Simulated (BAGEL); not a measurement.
**HF/STO-3G (density fitting with qzvpp-jkfit) run of CH3ClOSi (SMILES CO[Si]Cl)**

Aim: the energy change on altering one bond length of CH3ClOSi at HF/STO-3G (density fitting with qzvpp-jkfit), from 2 runs. 

Program for the calculation: BAGEL 1.2.2.

4 further runs of the same task are left out: 3 that didn't finish, 1 set aside as unsound or not needed. Runs told in other sessions of the task aren't counted.

## (1) The molecule

CH3ClOSi: 7 atoms, total charge 0, spin state singlet. SMILES: `CO[Si]Cl`. The shape is that of a PBE0-D4/def2-TZVP optimisation. This is one conformer, not always the lowest.

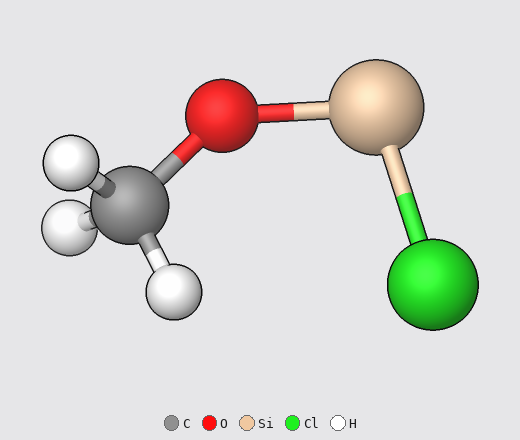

The structure, seen from a chosen angle (carbon grey, oxygen red, silicon light orange, chlorine green, hydrogen white).

## (2) A single-point energy at HF/STO-3G (density fitting with qzvpp-jkfit)

The input, input.json:

```json
{ "bagel" : [

{
  "title" : "molecule",
  "basis" : "sto-3g",
  "df_basis" : "qzvpp-jkfit",
  "angstrom" : "true",
  "geometry" : [
    { "atom" : "C", "xyz" : [       0.358500,       0.753000,       0.161900 ] },
    { "atom" : "O", "xyz" : [       0.325300,      -0.536800,       0.737700 ] },
    { "atom" : "Si", "xyz" : [      -0.350800,      -1.972000,       0.392500 ] },
    { "atom" : "Cl", "xyz" : [      -1.396200,      -1.586200,      -1.406400 ] },
    { "atom" : "H", "xyz" : [      -0.214900,       0.786500,      -0.766400 ] },
    { "atom" : "H", "xyz" : [      -0.058000,       1.466900,       0.874700 ] },
    { "atom" : "H", "xyz" : [       1.397200,       1.020600,      -0.039700 ] }
  ]
},

{
  "title" : "hf"
},

{
  "title" : "print",
  "file" : "orbitals.molden",
  "orbitals" : "true"
}

]}
```

Started as:

```sh
$ BAGEL_NUM_THREADS=1 BAGEL input.json > input.out
```

Output:

```text
* using 1 threads per process

  ===============================================================
  ===============================================================

  *** Geometry ***

  { "atom" : "C", "xyz" : [      0.677467,      1.422964,      0.305947 ] },
  { "atom" : "O", "xyz" : [      0.614728,     -1.014405,      1.394051 ] },
  { "atom" : "Si", "xyz" : [     -0.662916,     -3.726540,      0.741718 ] },
  { "atom" : "Cl", "xyz" : [     -2.638436,     -2.997484,     -2.657711 ] },
  { "atom" : "H", "xyz" : [     -0.406102,      1.486270,     -1.448286 ] },
  { "atom" : "H", "xyz" : [     -0.109604,      2.772039,      1.652943 ] },
  { "atom" : "H", "xyz" : [      2.640325,      1.928654,     -0.075022 ] },

  Number of auxiliary basis functions:      462

  Since a DF basis is specified, we compute 2- and 3-index integrals:
    o Being stored without compression. Storage requirement is 0.004 GB

  Number of basis functions:       31
  Number of electrons      :       48

    * METHOD: MOLECULE                             0.12

  *** RHF ***

  === Nuclear Repulsion ===
   200.7169850308

      * DIIS with orbital gradients will be used.

  === RHF iteration (sto-3g) ===
      0       -853.16659329          0.01372017           0.02
      1       -853.22783849          0.00535872           0.02
      2       -853.23547066          0.00102189           0.02
      3       -853.23590826          0.00022264           0.02
      4       -853.23594234          0.00005530           0.02
      5       -853.23594436          0.00001721           0.02
      6       -853.23594459          0.00000395           0.02
      7       -853.23594460          0.00000136           0.02
      8       -853.23594460          0.00000030           0.02
      9       -853.23594460          0.00000011           0.02
     10       -853.23594460          0.00000003           0.02
     11       -853.23594460          0.00000001           0.02
    * SCF iteration converged.

    * Permanent dipole moment:
           (   -0.609191,    -0.206997,    -0.837844) a.u.

    * METHOD: HF                                   0.27

    * METHOD: PRINT                                0.00

  ===============================================================
```

It took 0.52 s on 1 thread of Arm Neoverse V2, shared host.

## (3) The distorted shape at the same level

The input, hf.json:

```json
{ "bagel": [

{
  "title": "molecule",
  "basis": "sto-3g",
  "df_basis": "qzvpp-jkfit",
  "angstrom": "true",
  "geometry": [
    { "atom": "C", "xyz": [    0.899389,    1.901179,    0.438065 ] },
    { "atom": "O", "xyz": [    0.866189,    0.611379,    1.013865 ] },
    { "atom": "Si", "xyz": [   -0.350800,   -1.972000,    0.392500 ] },
    { "atom": "Cl", "xyz": [   -1.396200,   -1.586200,   -1.406400 ] },
    { "atom": "H", "xyz": [    0.325989,    1.934679,   -0.490235 ] },
    { "atom": "H", "xyz": [    0.482889,    2.615079,    1.150865 ] },
    { "atom": "H", "xyz": [    1.938089,    2.168779,    0.236465 ] }
  ]
},
{
  "title": "hf"
},
{
  "title": "print",
  "file": "orbitals.molden",
  "orbitals": "true"
}

]}
```

Started as:

```sh
$ BAGEL_NUM_THREADS=1 BAGEL hf.json > hf.out
```

Output:

```text
* using 1 threads per process

  ===============================================================
  ===============================================================

  *** Geometry ***

  { "atom" : "C", "xyz" : [      1.699599,      3.592708,      0.827823 ] },
  { "atom" : "O", "xyz" : [      1.636860,      1.155339,      1.915927 ] },
  { "atom" : "Si", "xyz" : [     -0.662916,     -3.726540,      0.741718 ] },
  { "atom" : "Cl", "xyz" : [     -2.638436,     -2.997484,     -2.657711 ] },
  { "atom" : "H", "xyz" : [      0.616030,      3.656013,     -0.926410 ] },
  { "atom" : "H", "xyz" : [      0.912528,      4.941783,      2.174820 ] },
  { "atom" : "H", "xyz" : [      3.662457,      4.098398,      0.446854 ] },

  Number of auxiliary basis functions:      462

  Since a DF basis is specified, we compute 2- and 3-index integrals:
    o Being stored without compression. Storage requirement is 0.004 GB

  Number of basis functions:       31
  Number of electrons      :       48

    * METHOD: MOLECULE                             0.12

  *** RHF ***

  === Nuclear Repulsion ===
   165.0280817672

      * DIIS with orbital gradients will be used.

  === RHF iteration (sto-3g) ===
      0       -852.69132033          0.02213890           0.02
      1       -849.04877269          0.06987348           0.02
      2       -852.85028715          0.01262569           0.02
      3       -852.91372904          0.00850505           0.02
      4       -852.94229969          0.00602896           0.02
      5       -852.96740751          0.00183810           0.02
      6       -852.96935680          0.00067049           0.02
      7       -852.96956494          0.00014736           0.02
      8       -852.96957023          0.00009486           0.07
      9       -852.96957329          0.00001004           0.02
     10       -852.96957336          0.00000181           0.02
     11       -852.96957336          0.00000046           0.02
     12       -852.96957336          0.00000020           0.02
     13       -852.96957336          0.00000007           0.12
     14       -852.96957336          0.00000003           0.03
     15       -852.96957336          0.00000002           0.02
     16       -852.96957336          0.00000001           0.02
     17       -852.96957336          0.00000001           0.02
    * SCF iteration converged.

    * Permanent dipole moment:
           (    0.187681,     1.470786,    -0.422688) a.u.

    * METHOD: HF                                   0.54

    * METHOD: PRINT                                0.00

  ===============================================================
```

Wall time 0.8 s (1 thread of Arm Neoverse V2, shared host).

## (4) Outcome

Level: HF/STO-3G (density fitting with qzvpp-jkfit).

| quantity | value |
| --- | --- |
| first shape: total energy | -853.23594 Eh |
| first shape: dipole moment | 2.69 D |
| first shape: HOMO energy | -7.59 eV |
| first shape: LUMO energy | 5.72 eV |
| first shape: HOMO–LUMO gap | 13.32 eV |
| distorted shape: total energy | -852.96957 Eh |
| distorted shape: dipole moment | 3.92 D |
| distorted shape: HOMO energy | -3.66 eV |
| distorted shape: LUMO energy | 3.15 eV |
| distorted shape: HOMO–LUMO gap | 6.81 eV |
| energy change with the O2–Si3 bond stretched from 1.624 to 2.922 Å | 7.248 eV |

In words: One bond (distorted shape) is far stretched, which a spin-restricted single reference describes badly; a broken-symmetry solution may lie lower. With the O2–Si3 bond stretched from 1.624 to 2.922 Å the energy rises by 7.25 eV (699 kJ/mol). The first shape isn't relaxed at this level, so the change isn't measured from a minimum. A restricted reference can't describe the breaking bond well at this length. The minimal basis adds a large error of its own.
